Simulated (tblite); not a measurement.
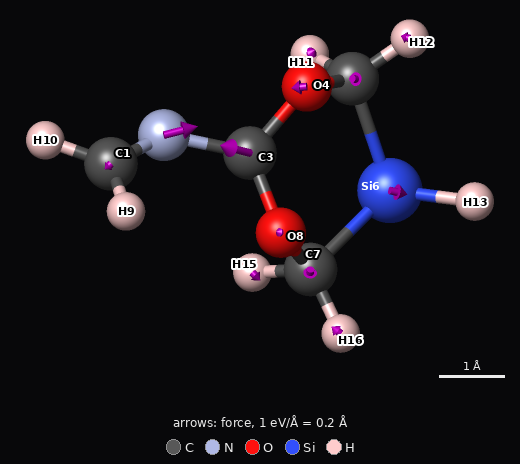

Starting geometry of C₄H₈NO₂Si (multiplicity 2) with the computed forces as purple arrows. The picture is a ball-and-stick view, seen at a tilt.

Level of theory: tblite 0.8.0, GFN2-xTB geometry optimisation, gas phase. 

What follows when this structure is relaxed?

Answer. It isn't relaxed: the largest force vector, on a C atom, is 3.41 eV/Å. The final displacements have little in common with the starting forces (cosine between the two patterns 0.15). The largest moves after the best rigid fit, 1.36 Å, are those of H atoms. Largest moves by element: H 1.36 Å, O 0.92 Å, N 0.60 Å, Si 0.33 Å, C 0.31 Å. Some distances before and after: C–Si 2.753 → 3.098 Å, C–N 1.381 → 1.297 Å, C–N 1.269 → 1.309 Å, C–Si 1.879 → 1.913 Å. Bond angles that change, for instance: C–O–C 106.3° → 117.5°, C–Si–C 108.2° → 97.1°, C–Si–H 106.4° → 112.7°. Groups turn about C–N by about 35°. Over 236 geometry steps the energy falls by 1.085 eV.
